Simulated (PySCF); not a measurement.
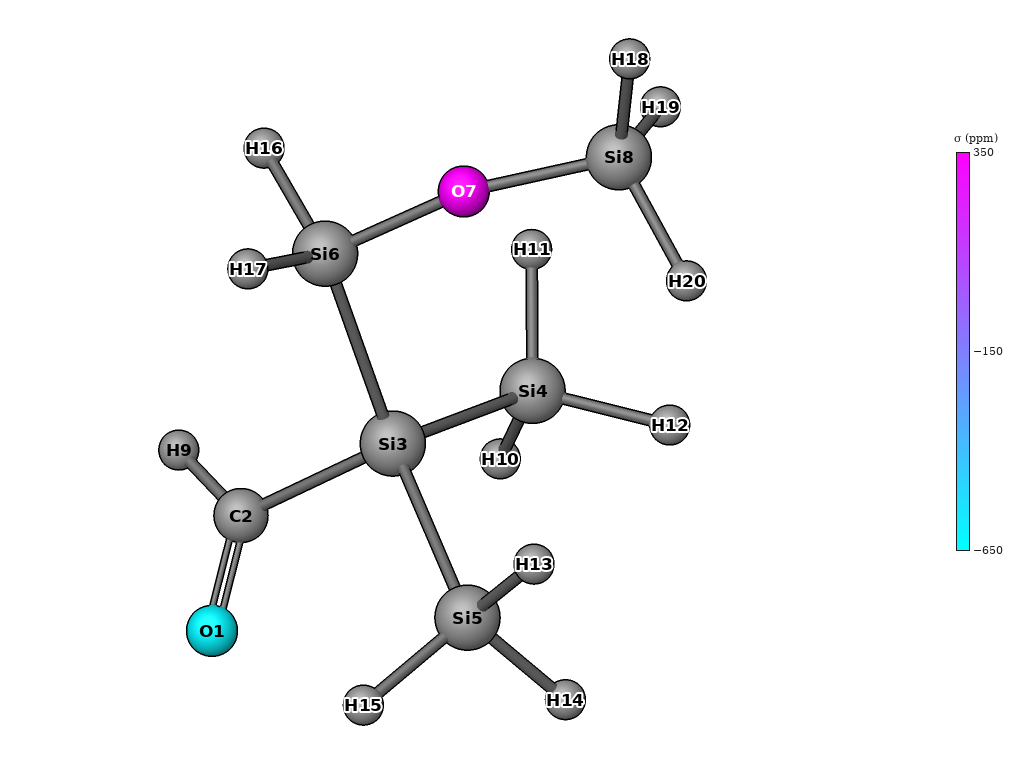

Atoms are coloured by their isotropic NMR shieldings (O only, the others grey). The computed structure is the end point of a GFN2-xTB optimisation. No frequency run is at hand to confirm it as a minimum. Level of theory: GIAO PBE0/pcSseg-1 NMR shielding, non-relativistic, gas phase (PySCF 2.14.0).

Give the isotropic NMR shieldings of the O atoms atom by atom.

```csv
atom,σ (ppm)
O1,−608.9
O7,345.2
```

The geometry is semi-empirical. Around Si such bond lengths and angles can be off by a tenth of an ångström or more and by several degrees, and values that hang on the shape move with them.
